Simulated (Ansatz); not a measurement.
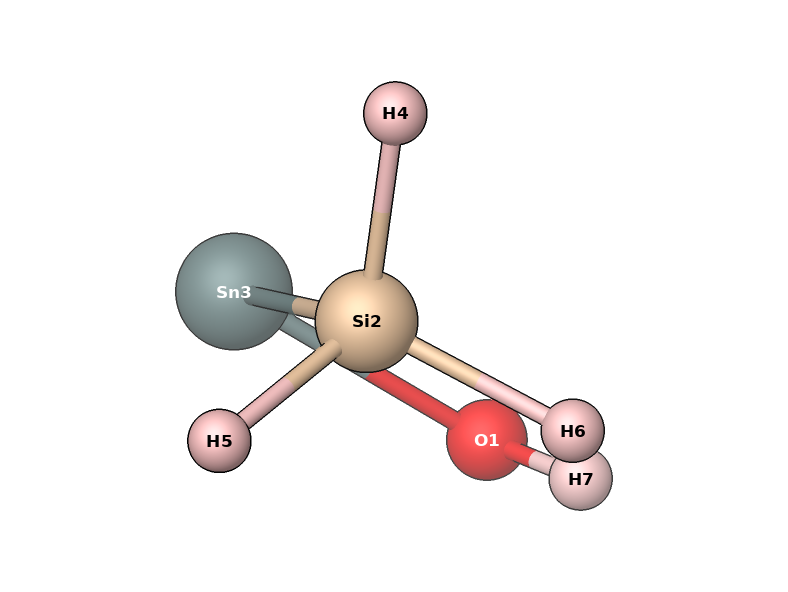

Sn3 lies behind Si2. The molecule seen a little off the Si2–Sn3 bond, Si2 in front. Depth is shown by fading: the farther an atom, the more it takes the colour of the background. The geometry was computed by an optimisation with PBE-D4/def2-SVP. No frequency run is at hand to confirm it as a minimum.

**What is the torsion angle H4–Si2–Sn3–O1? The sign is positive where the front bond must turn clockwise to cover the back bond.**

120°, anticlinal.
